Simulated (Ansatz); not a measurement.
**Fields on a plane of SiC (wurtzite)**

```
SiC
1.0
    3.07530     0.00000     0.00000
   -1.53765     2.66329     0.00000
    0.00000     0.00000     5.04821
Si C
2 2
Cartesian
  1.53765   0.88776   0.00252
  0.00000   1.77552   2.52663
  1.53765   0.88776   3.15362
  0.00000   1.77552   0.62951
```

The slice is a (0001) plane (indices of the conventional cell) through the point (0.667, 0.333, 0.001) (fractional), spanned by u = [110] and v = [1 -1 0] in vectors of this cell: u (3.08 Å) and v (5.33 Å, at 90° to u). It covers one period; positions are fractions (u, v).

Atoms on it: Si at (0.00, 0.00); Si at (0.50, 0.50). Other atoms lie within 1 Å of the plane.

Method: r2SCAN (plane waves to 500 eV, PAW, scalar-relativistic; Ansatz, an electronic-structure program). k mesh 12×12×7. These are valence fields of a PAW run, semicore shells included where kept as valence: close to a nucleus they are smooth pseudo fields. SiC was relaxed with its symmetry unable to fall.

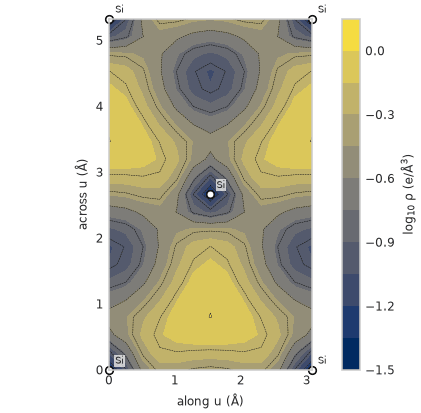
Fig. 1. Log₁₀ of the valence density in e/Å³, one period of the plane, atoms marked. The scale is logarithmic, as a density can span decades between atoms and voids.

```tsv
v \ u	0.00	0.17	0.33	0.50	0.67	0.83
0.90	x	x	5.0	9.3	5.0	x
0.75	x	6.5	8.7	7.8	8.7	6.5
0.60	x	3.1	x	x	x	3.1
0.45	9.0	2.7	x	x	x	2.7
0.30	9.4	8.9	5.7	2.2	5.7	8.9
0.15	x	<1.0	3.0	x	3.0	<1.0
0.00	x	x	2.1	8.4	2.1	x
```

Values: electrostatic potential energy of an electron, from the cell's mean, in eV. Points within 0.8 Å of a nucleus are blanked (x), as the pseudised field means little there. Values under 1 eV are set to 1. The zero, the cell's mean, hangs on the PAW cores.
